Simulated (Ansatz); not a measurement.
**GaH4+ (singlet): from Hartree-Fock to the top rungs at scale of all distances = 1.115, cc-pVDZ**

Aim: climb from Hartree-Fock through coupled cluster and multireference methods for GaH4+ (singlet) at one geometry and basis, and see what each rung misses.

Computed with Ansatz 0.2.0, Gaussian basis. Level: cc-pVDZ, core rule «outside noble gas», up to 14 orbitals frozen.

The runs, in order: UHF; CCSD(T) on RHF; BCCD(T) on RHF; CISD; CCSDT(Q) on RHF; CASSCF and MRCISD+Q, 2 electrons in 2 orbitals; CASSCF and NEVPT2, 2 electrons in 2 orbitals; Full CI.

13 further runs of the same task are left out: 6 for a known fault of the program, 7 that didn't finish.

## (1) The system

The geometry derives from a PBE0/def2-TZVP stationary point (not a proven minimum). All distances are scaled together. No spin-orbit coupling is included. The filled d shell of Ga may be among the frozen orbitals whatever the setting's name suggests; the logs give the count.

5 atoms, charge 1, spin multiplicity 1.

Atoms are counted from 1 here; the program's logs count them from 0.

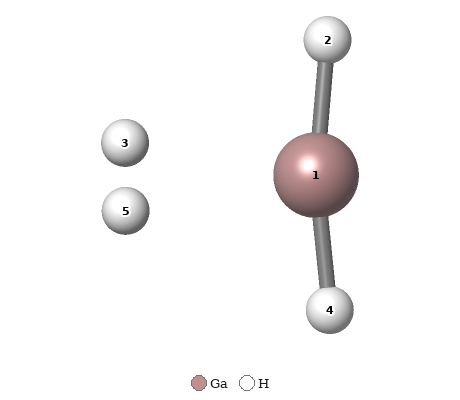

The geometry (gallium pink, hydrogen white); atoms are numbered from 1 in the order of the file.

In the tables R marks a restricted determinant and U an unrestricted one; 'pair' is the active space of 2 electrons in 2 orbitals; energies count from the table's Hartree-Fock row.

## (2) UHF

Input file in.yaml:

```yaml
crystal:
  periodic: [false, false, false]
  atoms:
    - {symbol: Ga, position_ang: [0.000000, 0.000000, -0.061541]}
    - {symbol: H, position_ang: [0.000000, 1.695550, -0.220675]}
    - {symbol: H, position_ang: [0.000000, 0.426512, 2.349183]}
    - {symbol: H, position_ang: [0.000000, -1.695550, -0.220675]}
    - {symbol: H, position_ang: [0.000000, -0.426512, 2.349183]}
basis:
  gaussian: {orbitals: cc-pVDZ}
total_charge: 1
magnetization: {spin_polarized: true, initial_magnetization: 0}
hamiltonian: {xc: hf}
output: {orbitals: {seedname: orbitals}}
```

Run with:

```bash
$ ansatz run in.yaml --threads 1 --pin off --events-out ev --progress --plain --max-ram 2393MiB
```

Log:

```text
Functional definition: HF
  name "HF"
  cite "Fock, Z. Phys. 61, 126 (1930) doi:10.1007/BF01340294"
  parent pbe
  exchange = exact_x
  correlation = 0
494 factors; integrals over basis functions are off by at most 1.0e-3 eV
mean field evaluation 1: about -52386.9375 eV, gradient 5.4e0 eV
mean field evaluation 2: about -52386.9384 eV, gradient 5.4e0 eV
mean field evaluation 4: about -52387.3346 eV, gradient 2.1e-1 eV
mean field evaluation 8: about -52387.3348 eV, gradient 1.7e-5 eV
mean field -52387.33478802 eV, -1925.1990440489 hartree, gradient 1.7e-5 eV, S^2 0.000000; 0 other end points of the search recorded, 0 dependent functions left out
reference -52387.33478802 eV, -1925.1990440489 hartree; 17, 17 occupied and 30, 30 virtual orbitals, 494 factors
Total energy: -52387.33478802 eV, -1925.1990440489 hartree
```

Wall time 0.33 s (1 thread of Arm Neoverse V2, shared host).

From the report: ⟨S²⟩ of the determinant 0.000 (pure singlet: 0.00).

The unrestricted search falls back on the restricted solution.

## (3) CCSD(T) on RHF

in.yaml: that of step 2 with these lines changed.

```diff
@@ -11,4 +11,3 @@
 total_charge: 1
-magnetization: {spin_polarized: true, initial_magnetization: 0}
-hamiltonian: {xc: hf}
-output: {orbitals: {seedname: orbitals}}
+magnetization: {spin_polarized: false}
+correlation: {method: ccsd_t, electrons: outside_noble_gas}
```

Launched as before.

Log:

```text
Functional definition: HF
  name "HF"
  cite "Fock, Z. Phys. 61, 126 (1930) doi:10.1007/BF01340294"
  parent pbe
  exchange = exact_x
  correlation = 0
494 factors; integrals over basis functions are off by at most 1.0e-3 eV
mean field evaluation 1: about -52386.9375 eV, gradient 7.6e0 eV
mean field evaluation 2: about -52386.9384 eV, gradient 7.6e0 eV
mean field evaluation 4: about -52387.3350 eV, gradient 2.9e-1 eV
mean field evaluation 8: about -52387.3348 eV, gradient 2.9e-6 eV
mean field -52387.33478802 eV, -1925.1990440489 hartree, gradient 6.4e-6 eV, S^2 0.000000; 0 other end points of the search recorded, 0 dependent functions left out
14 core orbitals not correlated: weight in the atoms' cores, before any rotation towards them, 0.999 or more for the frozen orbitals, at most 0.000 for the correlated occupied ones
reference -52387.33478802 eV, -1925.1990440489 hartree; 3, 3 occupied and 30, 30 virtual orbitals, 494 factors
second order -2.18699782 eV of doubles, -0.00000000 eV of singles
cycle   1  -2.69093598 eV  change   -5.0e-1 eV  update   5.9e-2
cycle   2  -2.92879219 eV  change   -2.4e-1 eV  update   2.4e-2
cycle   3  -2.93892252 eV  change   -1.0e-2 eV  update   6.8e-3
cycle   4  -2.94057931 eV  change   -1.7e-3 eV  update   2.4e-3
cycle   5  -2.94082869 eV  change   -2.5e-4 eV  update   9.3e-4
cycle   6  -2.94072712 eV  change    1.0e-4 eV  update   1.8e-4
cycle   7  -2.94076997 eV  change   -4.3e-5 eV  update   4.2e-5
cycle   8  -2.94078621 eV  change   -1.6e-5 eV  update   1.2e-5
cycle   9  -2.94077961 eV  change    6.6e-6 eV  update   3.4e-6
perturbative correction -0.03084180 eV, -0.0011334152 hartree
Total energy: -52390.30640943 eV, -1925.3082491215 hartree
```

Run time: 0.39 s. Hardware: 1 thread of Arm Neoverse V2, shared host.

From the report: correlation -2.9716 eV; T1 0.012; largest double amplitude 0.11.

## (4) BCCD(T) on RHF

in.yaml: that of step 3 with these lines changed.

```diff
@@ -12,2 +12,2 @@
 magnetization: {spin_polarized: false}
-correlation: {method: ccsd_t, electrons: outside_noble_gas}
+correlation: {method: bccd_t, electrons: outside_noble_gas}
```

The command is unchanged.

Log:

```text
Functional definition: HF
  name "HF"
  cite "Fock, Z. Phys. 61, 126 (1930) doi:10.1007/BF01340294"
  parent pbe
  exchange = exact_x
  correlation = 0
494 factors; integrals over basis functions are off by at most 1.0e-3 eV
mean field evaluation 1: about -52386.9375 eV, gradient 7.6e0 eV
mean field evaluation 2: about -52386.9384 eV, gradient 7.6e0 eV
mean field evaluation 4: about -52387.3350 eV, gradient 2.9e-1 eV
mean field evaluation 8: about -52387.3348 eV, gradient 2.9e-6 eV
mean field -52387.33478802 eV, -1925.1990440489 hartree, gradient 6.4e-6 eV, S^2 0.000000; 0 other end points of the search recorded, 0 dependent functions left out
14 core orbitals not correlated: weight in the atoms' cores, before any rotation towards them, 0.999 or more for the frozen orbitals, at most 0.000 for the correlated occupied ones
reference -52387.33478802 eV, -1925.1990440489 hartree; 3, 3 occupied and 30, 30 virtual orbitals, 494 factors
second order -2.18699782 eV of doubles, -0.00000000 eV of singles
cycle   1  -2.69645292 eV  change   -5.1e-1 eV  update   5.9e-2
cycle   2  -2.93192021 eV  change   -2.4e-1 eV  update   2.4e-2
cycle   3  -2.93985113 eV  change   -7.9e-3 eV  update   6.8e-3
cycle   4  -2.94110370 eV  change   -1.3e-3 eV  update   2.5e-3
cycle   5  -2.94116524 eV  change   -6.2e-5 eV  update   9.6e-4
cycle   6  -2.94098994 eV  change    1.8e-4 eV  update   1.8e-4
cycle   7  -2.94103953 eV  change   -5.0e-5 eV  update   4.2e-5
cycle   8  -2.94105895 eV  change   -1.9e-5 eV  update   1.2e-5
cycle   9  -2.94105057 eV  change    8.4e-6 eV  update   3.5e-6
cycle  10  -2.94105124 eV  change   -6.7e-7 eV  update   1.1e-6
perturbative correction -0.03116362 eV, -0.0011452418 hartree
Total energy: -52390.30700289 eV, -1925.3082709305 hartree
```

Wall time 0.45 s (1 thread of Arm Neoverse V2, shared host).

From the report: correlation -2.9722 eV; largest double amplitude 0.10.

## (5) CISD

in.yaml: that of step 4 with these lines changed.

```diff
@@ -11,3 +11,2 @@
 total_charge: 1
-magnetization: {spin_polarized: false}
-correlation: {method: bccd_t, electrons: outside_noble_gas}
+correlation: {active_space: {ras: {orbitals: [3, 0, 30], electrons: 6, max_holes: 2, max_particles: 2}, fixed_orbitals: true}}
```

The command is unchanged.

Log:

```text
Functional definition: HF
  name "HF"
  cite "Fock, Z. Phys. 61, 126 (1930) doi:10.1007/BF01340294"
  parent pbe
  exchange = exact_x
  correlation = 0
494 factors; integrals over basis functions are off by at most 1.0e-3 eV
mean field evaluation 1: about -52386.9375 eV, gradient 7.6e0 eV
mean field evaluation 2: about -52386.9384 eV, gradient 7.6e0 eV
mean field evaluation 4: about -52387.3350 eV, gradient 2.9e-1 eV
mean field evaluation 8: about -52387.3348 eV, gradient 2.9e-6 eV
mean field -52387.33478802 eV, -1925.1990440489 hartree, gradient 6.4e-6 eV, S^2 0.000000; 0 other end points of the search recorded, 0 dependent functions left out
reference -52387.33478802 eV, -1925.1990440489 hartree; 17, 17 occupied and 30, 30 virtual orbitals, 494 factors
state -52390.15089007 eV, -1925.3025338902 hartree
Total energy: -52390.15089007 eV, -1925.3025338902 hartree
```

Wall time 0.66 s (1 thread of Arm Neoverse V2, shared host).

From the report: 3,327 determinants.

## (6) CCSDT(Q) on RHF

in.yaml: that of step 5 with these lines changed.

```diff
@@ -11,2 +11,3 @@
 total_charge: 1
-correlation: {active_space: {ras: {orbitals: [3, 0, 30], electrons: 6, max_holes: 2, max_particles: 2}, fixed_orbitals: true}}
+magnetization: {spin_polarized: false}
+correlation: {method: ccsdt_q, electrons: outside_noble_gas}
```

The command is unchanged.

Log:

```text
Functional definition: HF
  name "HF"
  cite "Fock, Z. Phys. 61, 126 (1930) doi:10.1007/BF01340294"
  parent pbe
  exchange = exact_x
  correlation = 0
907 factors; integrals over basis functions are off by at most 2.2e-7 eV
mean field evaluation 1: about -52386.9291 eV, gradient 7.6e0 eV
mean field evaluation 2: about -52386.9378 eV, gradient 7.6e0 eV
mean field evaluation 4: about -52387.3347 eV, gradient 2.9e-1 eV
mean field evaluation 8: about -52387.3348 eV, gradient 3.8e-4 eV
mean field evaluation 16: about -52387.3348 eV, gradient 1.1e-6 eV
mean field -52387.33484550 eV, -1925.1990461610 hartree, gradient 1.1e-6 eV, S^2 0.000000; 0 other end points of the search recorded, 0 dependent functions left out
14 core orbitals not correlated: weight in the atoms' cores, before any rotation towards them, 0.999 or more for the frozen orbitals, at most 0.000 for the correlated occupied ones
reference -52387.33484550 eV, -1925.1990461610 hartree; 3, 3 occupied and 30, 30 virtual orbitals, 907 factors
second order -2.18704228 eV of doubles, -0.00000000 eV of singles
cycle   1  -2.69094594 eV  change   -5.0e-1 eV  update   6.1e-2
cycle   2  -2.96099469 eV  change   -2.7e-1 eV  update   2.7e-2
cycle   3  -2.97740014 eV  change   -1.6e-2 eV  update   8.5e-3
cycle   4  -2.98267308 eV  change   -5.3e-3 eV  update   3.8e-3
cycle   5  -2.98293330 eV  change   -2.6e-4 eV  update   1.3e-3
cycle   6  -2.98277146 eV  change    1.6e-4 eV  update   3.3e-4
cycle   7  -2.98286214 eV  change   -9.1e-5 eV  update   1.0e-4
cycle   8  -2.98289481 eV  change   -3.3e-5 eV  update   3.2e-5
cycle   9  -2.98288505 eV  change    9.8e-6 eV  update   1.1e-5
cycle  10  -2.98288168 eV  change    3.4e-6 eV  update   3.8e-6
cycle  11  -2.98288166 eV  change    2.2e-8 eV  update   1.5e-6
cycle  12  -2.98288178 eV  change   -1.1e-7 eV  update   4.1e-7
perturbative correction -0.00099888 eV, -0.0000367082 hartree
Total energy: -52390.31872615 eV, -1925.3087017527 hartree
```

Run time: 1.3 s. Hardware: 1 thread of Arm Neoverse V2, shared host.

From the report: correlation -2.9839 eV; T1 0.013; largest double amplitude 0.11.

## (7) CASSCF and MRCISD+Q, 2 electrons in 2 orbitals

in.yaml: that of step 6 with these lines changed.

```diff
@@ -11,3 +11,2 @@
 total_charge: 1
-magnetization: {spin_polarized: false}
-correlation: {method: ccsdt_q, electrons: outside_noble_gas}
+correlation: {method: fic_mrcisd_q, electrons: outside_noble_gas, active_space: {window: {electrons: 2, orbitals: 2}}}
```

Launched as before.

Log:

```text
Functional definition: HF
  name "HF"
  cite "Fock, Z. Phys. 61, 126 (1930) doi:10.1007/BF01340294"
  parent pbe
  exchange = exact_x
  correlation = 0
494 factors; integrals over basis functions are off by at most 1.0e-3 eV
mean field evaluation 1: about -52386.9375 eV, gradient 7.6e0 eV
mean field evaluation 2: about -52386.9384 eV, gradient 7.6e0 eV
mean field evaluation 4: about -52387.3350 eV, gradient 2.9e-1 eV
mean field evaluation 8: about -52387.3348 eV, gradient 2.9e-6 eV
mean field -52387.33478802 eV, -1925.1990440489 hartree, gradient 6.4e-6 eV, S^2 0.000000; 0 other end points of the search recorded, 0 dependent functions left out
reference -52387.33478802 eV, -1925.1990440489 hartree; 17, 17 occupied and 30, 30 virtual orbitals, 494 factors
state -52387.89381103 eV, -1925.2195877656 hartree
contracted CI cycle   1: correlation 0.00000000 eV, 0.0000000000 hartree, residual 1.08e1 eV
contracted CI cycle   2: correlation -2.21251174 eV, -0.0813083069 hartree, residual 2.06e0 eV
contracted CI cycle   3: correlation -2.29715290 eV, -0.0844188121 hartree, residual 5.51e-1 eV
contracted CI cycle   4: correlation -2.30473213 eV, -0.0846973435 hartree, residual 2.33e-1 eV
contracted CI cycle   5: correlation -2.30594935 eV, -0.0847420757 hartree, residual 8.78e-2 eV
contracted CI cycle   6: correlation -2.30612624 eV, -0.0847485760 hartree, residual 3.39e-2 eV
contracted CI cycle   7: correlation -2.30614808 eV, -0.0847493789 hartree, residual 1.08e-2 eV
contracted CI cycle   8: correlation -2.30615026 eV, -0.0847494589 hartree, residual 3.38e-3 eV
contracted CI cycle   9: correlation -2.30615048 eV, -0.0847494670 hartree, residual 1.23e-3 eV
contracted CI cycle  10: correlation -2.30615051 eV, -0.0847494680 hartree, residual 5.23e-4 eV
state -52387.89381103 eV, -1925.2195877656 hartree; corrected -52390.34847518 eV, -1925.3097950093 hartree
state -52387.85401058 eV, -1925.2181251259 hartree
contracted CI cycle   1: correlation 0.00000000 eV, 0.0000000000 hartree, residual 1.13e1 eV
contracted CI cycle   2: correlation -2.25717051 eV, -0.0829494861 hartree, residual 2.20e0 eV
contracted CI cycle   3: correlation -2.34851756 eV, -0.0863064283 hartree, residual 6.40e-1 eV
contracted CI cycle   4: correlation -2.35823455 eV, -0.0866635214 hartree, residual 2.99e-1 eV
contracted CI cycle   5: correlation -2.36008163 eV, -0.0867314003 hartree, residual 1.08e-1 eV
contracted CI cycle   6: correlation -2.36034362 eV, -0.0867410283 hartree, residual 4.28e-2 eV
contracted CI cycle   7: correlation -2.36037994 eV, -0.0867423627 hartree, residual 1.31e-2 eV
contracted CI cycle   8: correlation -2.36038362 eV, -0.0867424981 hartree, residual 4.69e-3 eV
contracted CI cycle   9: correlation -2.36038408 eV, -0.0867425150 hartree, residual 1.63e-3 eV
contracted CI cycle  10: correlation -2.36038413 eV, -0.0867425168 hartree, residual 4.77e-4 eV
state -52387.85401058 eV, -1925.2181251259 hartree; corrected -52390.35393723 eV, -1925.3099957360 hartree
state -52387.85401058 eV, -1925.2181251259 hartree; corrected -52390.35393723 eV, -1925.3099957360 hartree
WARN: the results are in doubt because another end's mean lies 0.040 eV lower, and its corrected mean 0.005 eV higher
Total energy: -52390.35393723 eV, -1925.3099957360 hartree
In doubt: another end's mean lies 0.040 eV lower, and its corrected mean 0.005 eV higher
```

Run time: 1.8 s. Hardware: 1 thread of Arm Neoverse V2, shared host.

From the report: 4 determinants; active occupations 1.96, 0.04. Mind the lines of doubt at the end of the log.

## (8) CASSCF and NEVPT2, 2 electrons in 2 orbitals

in.yaml: that of step 7 with these lines changed.

```diff
@@ -11,2 +11,2 @@
 total_charge: 1
-correlation: {method: fic_mrcisd_q, electrons: outside_noble_gas, active_space: {window: {electrons: 2, orbitals: 2}}}
+correlation: {method: sc_nevpt2, electrons: outside_noble_gas, active_space: {window: {electrons: 2, orbitals: 2}}}
```

Same command.

Log:

```text
Functional definition: HF
  name "HF"
  cite "Fock, Z. Phys. 61, 126 (1930) doi:10.1007/BF01340294"
  parent pbe
  exchange = exact_x
  correlation = 0
494 factors; integrals over basis functions are off by at most 1.0e-3 eV
mean field evaluation 1: about -52386.9375 eV, gradient 7.6e0 eV
mean field evaluation 2: about -52386.9384 eV, gradient 7.6e0 eV
mean field evaluation 4: about -52387.3350 eV, gradient 2.9e-1 eV
mean field evaluation 8: about -52387.3348 eV, gradient 2.9e-6 eV
mean field -52387.33478802 eV, -1925.1990440489 hartree, gradient 6.4e-6 eV, S^2 0.000000; 0 other end points of the search recorded, 0 dependent functions left out
reference -52387.33478802 eV, -1925.1990440489 hartree; 17, 17 occupied and 30, 30 virtual orbitals, 494 factors
state -52387.89381103 eV, -1925.2195877656 hartree
state -52387.89381103 eV, -1925.2195877656 hartree; corrected -52389.60116269 eV, -1925.2823317818 hartree
state -52387.85401058 eV, -1925.2181251259 hartree
state -52387.85401058 eV, -1925.2181251259 hartree; corrected -52389.59578224 eV, -1925.2821340538 hartree
state -52387.89381103 eV, -1925.2195877656 hartree; corrected -52389.60116269 eV, -1925.2823317818 hartree
2 active orbitals were swapped for others, from the solution at -52387.85396037 eV, -1925.2181232806 hartree to that at -52387.89381051 eV, -1925.2195877466 hartree; typed "places" are swapped only where nearly empty or full, and so, without "given_window_search", are "orbital_numbers", "shells" and a window whose orbitals a file names under [Active]
Total energy: -52389.60116269 eV, -1925.2823317818 hartree
```

It took 1.5 s on 1 thread of Arm Neoverse V2, shared host.

From the report: 2 determinants; active occupations 1.97, 0.03.

## (9) Full CI

in.yaml: that of step 8 with these lines changed.

```diff
@@ -11,2 +11,2 @@
 total_charge: 1
-correlation: {method: sc_nevpt2, electrons: outside_noble_gas, active_space: {window: {electrons: 2, orbitals: 2}}}
+correlation: {method: fci, electrons: outside_noble_gas}
```

Launched as before.

Log:

```text
Functional definition: HF
  name "HF"
  cite "Fock, Z. Phys. 61, 126 (1930) doi:10.1007/BF01340294"
  parent pbe
  exchange = exact_x
  correlation = 0
907 factors; integrals over basis functions are off by at most 2.2e-7 eV
mean field evaluation 1: about -52386.9291 eV, gradient 7.6e0 eV
mean field evaluation 2: about -52386.9378 eV, gradient 7.6e0 eV
mean field evaluation 4: about -52387.3347 eV, gradient 2.9e-1 eV
mean field evaluation 8: about -52387.3348 eV, gradient 3.8e-4 eV
mean field -52387.33484550 eV, -1925.1990461610 hartree, gradient 1.1e-6 eV, S^2 0.000000; 0 other end points of the search recorded, 0 dependent functions left out
14 core orbitals not correlated: weight in the atoms' cores, before any rotation towards them, 0.999 or more for the frozen orbitals, at most 0.000 for the correlated occupied ones
reference -52387.33484550 eV, -1925.1990461610 hartree; 3, 3 occupied and 30, 30 virtual orbitals, 907 factors
state -52390.31913906 eV, -1925.3087169266 hartree
Total energy: -52390.31913906 eV, -1925.3087169266 hartree
```

It took 19 s on 1 thread of Arm Neoverse V2, shared host; peak memory 0.73 GiB.

From the report: 7,516,932 determinants, symmetry A1.

## (10) Natural occupations

Natural occupations of the FCI state about the gap (report; correlated orbitals 1 to 10): 1.959, 1.949, 1.925, 0.061, 0.027, 0.017, 0.014, 0.012, 0.006, 0.006. The count of effectively unpaired electrons, Σ n²(2 − n)², is 0.06; a single determinant of this spin has 0.

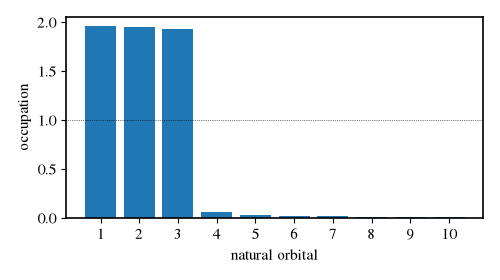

Natural occupations of the FCI state.

## (11) All levels against the top one

The yardstick is full CI for this spin, exact in this basis with these frozen cores. Rows without a time come out of other runs: HF, MP2 and CCSD of CCSD(T), CCSDT of CCSDT(Q), CASSCF and MRCISD of the multireference runs.

```tsv
method	energy from the lowest RHF (kcal/mol)	from FCI (kcal/mol)	time
RHF	0.00	+68.82	
RMP2	-50.43	+18.39	
CISD	-64.94	+3.88	0.66 s
RCCSD	-67.82	+1.00	
RCCSD(T)	-68.53	+0.29	0.39 s
BCCD(T)	-68.54	+0.28	0.45 s
RCCSDT	-68.79	+0.03	
RCCSDT(Q)	-68.81	+0.01	1.3 s
CASSCF pair	-12.89	+55.93	
NEVPT2 pair	-52.26	+16.56	1.5 s
FCI	-68.82	0	19 s
```

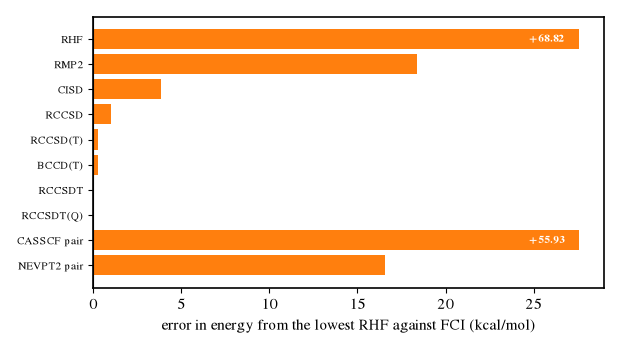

How far each level lands from FCI. Bars with a number in them are cut short.

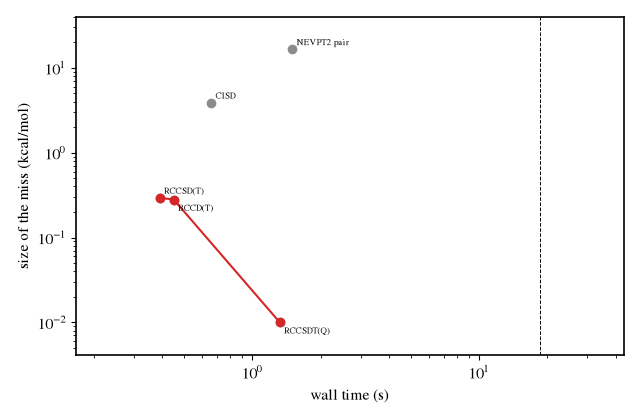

Accuracy for the time spent; red marks the levels that beat every quicker one drawn (of those quicker than the yardstick), and the dashed line is the time of FCI. Misses under 0.01 kcal/mol are drawn at that value. Times are from a shared host.

Not comparable, so not listed: CASSCF and MRCISD+Q, 2 electrons in 2 orbitals (they don't share determinant, frozen orbitals or solution with the rows shown, or repeat one).

## (12) Outcome

```
                         quantity                                 value
         FCI below the RHF energy                            -2.9844 eV
                    RMP2 from FCI                       +18.39 kcal/mol
                   RCCSD from FCI                        +1.00 kcal/mol
                RCCSD(T) from FCI                        +0.29 kcal/mol
               RCCSDT(Q) from FCI                        +0.01 kcal/mol
             NEVPT2 pair from FCI                       +16.56 kcal/mol
levels within 1 kcal/mol (43 meV)  RCCSD(T), BCCD(T), RCCSDT, RCCSDT(Q)
                    T1 diagnostic                                 0.012
   effectively unpaired electrons                                  0.06
```

What this shows: RCCSD(T) lands +0.29 kcal/mol from the yardstick (0.4 % of the correlation energy). One determinant dominates. These misses are within one basis, not against nature.

RCCSDT(Q) reaches 0.01 kcal/mol from the reference in 1.3 s, where FCI took 19 s; the quickest level in the cost chart, RCCSD(T), takes 0.39 s and misses by 0.29 kcal/mol.
